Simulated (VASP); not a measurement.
Energy against volume of GaAs (zinc blende). Method: AM05 GGA, VASP's PBE PAW potentials (set 64) (plane waves; VASP).

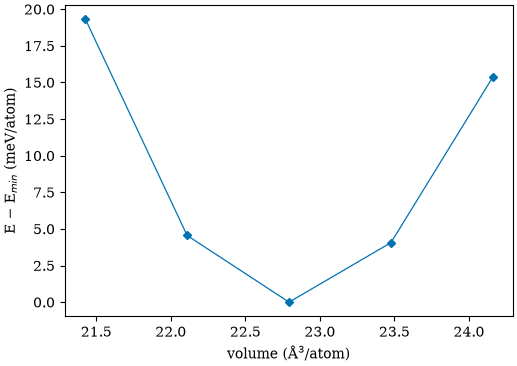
Energy against volume

**Question.** Estimate the equilibrium volume and the bulk modulus.

**Answer.** The minimum lies near 22.8 Å³/atom, and the curvature gives B0 of about 67 GPa.

Measured: bulk modulus 76.7 GPa at 0 K (computed value off by -12.5 %), as given by Daniel Mejia-Rodriguez et al., Physical Review B (2018), arXiv:1807.09216 [0 K value with the zero-point phonon effect removed]; a 5.640 Å at 0 K (computed value off by +0.5 %), as given by Daniel Mejia-Rodriguez et al., Physical Review B (2018), arXiv:1807.09216 [static lattice: zero-point anharmonic expansion removed].

The compound is GaAs in the zinc blende structure. It was relaxed first.
